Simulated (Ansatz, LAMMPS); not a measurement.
# Mg2+ triflate in trimethyl phosphate and diglyme, from a frame at 380 K (131 atoms): geometry optimisation, part 2 of 2

Aim: bring Mg2+ triflate in trimethyl phosphate and diglyme, from a frame at 380 K (131 atoms) to a nearby minimum of the energy and see what moves.

Ansatz 0.2.0; Kohn-Sham DFT, PBEsol, PAW (set soft_2), plane waves.

The cell: 26 C, 28 O, 64 H, 4 P, 2 S, 6 F and 1 Mg. The network of contacts between molecules at the start is that of the classical potential that made the cell. The functional has no dispersion term. The density was typed from a rule of thumb and may lie off the real one at this temperature. Only the Γ point is sampled, in a cell whose shortest periodic width is 12 Å.

So far. Step 3 (Relaxation): The relaxation changed the energy by -58.5 meV/atom, and atoms moved by 0.99 Å r.m.s., 2.2 Å at most.

## 5. Single point at the relaxed geometry

One more single point at the end of the walk gives the fuller output and checks the residual forces.

File input.yaml:

```yaml
crystal:
  lattice:
    - [11.73759, 0.0, 0.0]
    - [0.0, 11.73759, 0.0]
    - [0.0, 0.0, 11.73759]
  atoms:
    - { symbol: C, position: [0.29693, 0.99162, 0.25842] }
    - { symbol: O, position: [0.24552, 0.98539, 0.36746] }
    - { symbol: C, position: [0.1431, 0.9219, 0.36957] }
    - { symbol: C, position: [0.15955, 0.79409, 0.36731] }
    [... 121 atom lines left out ...]
    - { symbol: O, position: [0.97874, 0.33585, 0.91078] }
    - { symbol: C, position: [0.04047, 0.29547, 0.11825] }
    - { symbol: F, position: [0.94512, 0.23928, 0.1435] }
    - { symbol: F, position: [0.08013, 0.34478, 0.21407] }
    - { symbol: F, position: [0.11889, 0.21994, 0.08298] }
    - { symbol: Mg, position: [0.89752, 0.32537, 0.75553] }
kpoints:
  mp_grid: { grid: [1, 1, 1] }
hamiltonian:
  xc: pbesol
scf:
  occupations: { method: fermi_dirac, width: 0.025 }
output:
  forces: true
  stress: true
  populations: true
  dos:
    method: { smearing: { sigma: 0.15 } }
    de: 0.1
    projected: { site_lists: { C: [C], F: [F], H: [H], Mg: [Mg], O: [O] } }
  eigenvalues: true
  write_density: true
  write_potential: true
  volumetric_format: npy
```

The run is started by

```sh
ansatz run input.yaml --threads 4 --pin off --max-ram 8192MiB --backend cpu --events-out ev --progress --plain --runs-dir out
```

The job ended after 29 s (4 threads of Arm Neoverse V1, shared host; peak memory 1.9 GiB).

The program notes that the exchange-correlation potential is rough where the density is thin.

Read from the output:

| Quantity | Value |
| --- | --- |
| free energy | -34565.6700 eV |
| free energy per atom | -263.8601 eV/atom |
| SCF cycles | 11 |
| pressure | -0.05973 GPa |
| r.m.s. force component | 0.00389 eV/Å |
| longest force | 0.02175 eV/Å |
| Fermi energy | 1.599 eV |
| gap (highest filled to lowest empty level) | 4.644 eV |
| spilling of the projection | 0.01551 |

Löwdin charges by element and coordination (they lack the spilled electrons, 0.050 e an atom on average):

| element | coordination | atoms | mean charge (e) | spread | least | most |
| --- | --- | --- | --- | --- | --- | --- |
| C | all | 26 | -0.127 | 0.237 | -0.256 | 0.652 |
| F | all | 6 | -0.215 | 0.0101 | -0.227 | -0.203 |
| H | all | 64 | 0.201 | 0.0196 | 0.155 | 0.249 |
| Mg | all | 1 | 1.61 | 0 | 1.61 | 1.61 |
| O | all | 28 | -0.590 | 0.181 | -0.884 | -0.329 |
| O | 1 | 6 | -0.772 | 0.0222 | -0.807 | -0.754 |
| O | 2 | 20 | -0.557 | 0.173 | -0.884 | -0.329 |
| O | 3 | 2 | -0.377 | 0.013 | -0.390 | -0.364 |
| P | all | 4 | 2.14 | 0.0162 | 2.13 | 2.17 |
| S | all | 2 | 2.29 | 1.0e-4 | 2.29 | 2.29 |

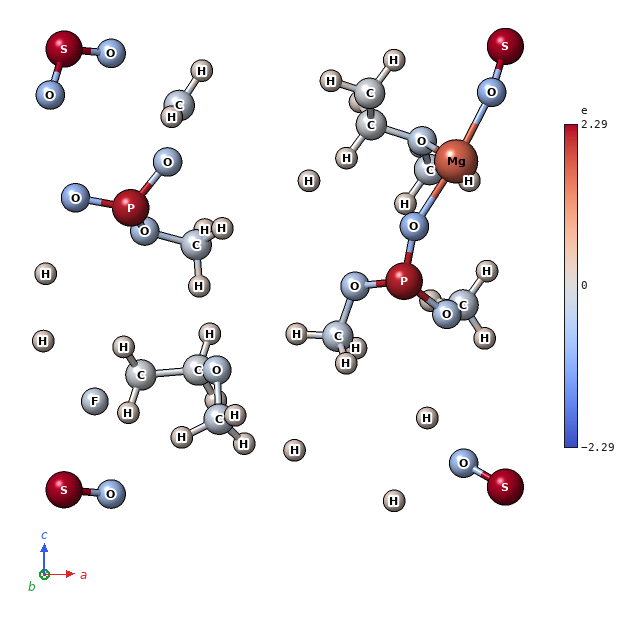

Atoms coloured by Löwdin charge. Drawn is a slice 4 Å thick, seen along the normal of the ac plane. Bonds to atoms that aren't drawn are left out.

Density of states as counts of states in windows of 1 eV (from the Fermi level), total and the larger projections:

| from (eV) | to (eV) | total | O p | C p | H s | F p | C s |
| --- | --- | --- | --- | --- | --- | --- | --- |
| -18 | -17 | 0.0 | 0.0 | 0.0 | 0.0 | 0.0 | 0.0 |
| -17 | -16 | 2.4 | 0.5 | 0.2 | 0.4 | 0.0 | 1.3 |
| -16 | -15 | 8.5 | 2.2 | 0.5 | 1.5 | 0.0 | 3.5 |
| -15 | -14 | 15.2 | 3.1 | 0.4 | 2.5 | 1.3 | 5.0 |
| -14 | -13 | 16.3 | 3.2 | 0.8 | 4.3 | 0.0 | 6.4 |
| -13 | -12 | 7.3 | 0.7 | 1.4 | 0.9 | 1.5 | 1.1 |
| -12 | -11 | 17.9 | 1.7 | 3.7 | 2.4 | 5.6 | 2.0 |
| -11 | -10 | 10.2 | 3.4 | 1.8 | 1.2 | 0.6 | 0.6 |
| -10 | -9 | 27.3 | 10.5 | 9.2 | 3.6 | 0.1 | 0.7 |
| -9 | -8 | 39.5 | 14.8 | 12.9 | 5.0 | 3.0 | 0.3 |
| -8 | -7 | 54.4 | 16.0 | 17.0 | 7.5 | 10.4 | 0.3 |
| -7 | -6 | 23.4 | 4.3 | 6.4 | 3.3 | 8.2 | 0.1 |
| -6 | -5 | 40.0 | 17.1 | 11.6 | 8.1 | 0.2 | 0.1 |
| -5 | -4 | 47.4 | 31.8 | 6.5 | 6.1 | 0.5 | 0.2 |
| -4 | -3 | 26.3 | 20.1 | 2.2 | 2.3 | 0.5 | 0.3 |
| -3 | -2 | 7.8 | 5.8 | 0.8 | 1.1 | 0.0 | 0.0 |
| -2 | 2 | 0.0 | 0.0 | 0.0 | 0.0 | 0.0 | 0.0 |
| 2 | 3 | 8.9 | 0.4 | 1.7 | 2.3 | 0.0 | 0.9 |
| 3 | 4 | 24.7 | 1.3 | 4.8 | 5.1 | 0.2 | 2.2 |
| 4 | 5 | 40.2 | 3.5 | 8.3 | 6.0 | 0.9 | 2.2 |

Between -26 and -18 eV lie 56 more states.

About 20 of the 420 electrons lie in deeper levels, below the stored range.

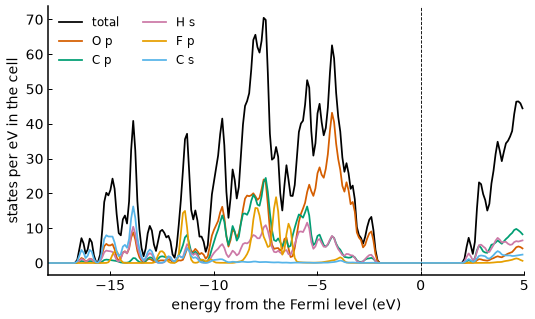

Total and projected density of states, with the broadening of the input.

Not all projections were asked for or kept, so they needn't add up to the total.

The levels nearest the highest filled one (over half full), pooled over k-points and spins:

| level less the highest filled one (eV) | occupation |
| --- | --- |
| -0.921 | 2 |
| -0.880 | 2 |
| -0.608 | 2 |
| -0.301 | 2 |
| -0.117 | 2 |
| 0 | 2 |
| 4.64 | 0 |
| 5.07 | 0 |
| 5.13 | 0 |
| 5.19 | 0 |
| 5.28 | 0 |
| 5.42 | 0 |

Mean Löwdin charges: C -0.13, F -0.22, H +0.20, Mg +1.61, O -0.59, P +2.14 e (they miss 1.6 % of the electrons, so they add up to more than the cell's charge).

## 6. Outcome

* energy change in the relaxation: -58.5 meV/atom
* r.m.s. displacement: 0.988 Å
* largest displacement: 2.2 Å
* free energy per atom: -263.8601 eV/atom
* pressure: -0.05973 GPa
* r.m.s. force component: 0.00389 eV/Å
* gap (highest filled to lowest empty level): 4.644 eV
* wall time of the 3 DFT runs: 8.3 min

Relaxation lowers the energy by 58.5 meV/atom and moves atoms by 0.99 Å r.m.s.; the r.m.s. force component goes from 1.0 to 0.0039 eV/Å, the pressure goes from 0.50 to -0.060 GPa, and the gap from 4.39 to 4.64 eV. By the final cutoffs no bond was broken or made. First to last step the energy falls by 7.663 eV; the largest move, 2.20 Å, is that of H60, with 1 other atom within 2 % of it. The O-Mg bonds go from 2.041 Å (spread 0.171) to 2.079 Å (spread 0.055). With the cutoffs above, all C atoms have 4, all F atoms have 1, all H atoms have 1 and all Mg atoms have 6 bonded neighbours. The highest filled and lowest empty levels differ by 4.64 eV (at Γ alone); a semilocal functional tends to put such gaps too low. In a disordered cell it changes from sample to sample and from frame to frame.

What to keep in mind: The network of contacts between molecules at the start is that of the classical potential that made the cell; in DFT atoms moved by 0.99 Å r.m.s.

[Logs are printed without paths, hosts, clocks, repeated set-up lines and the standing remarks that a program may print on its own settings, such as how far it seeks lower states.]

[Hosts, paths, dates, database ids (printed as entryN), source tags and the programs' standing remarks are cut or masked in the printed files.]
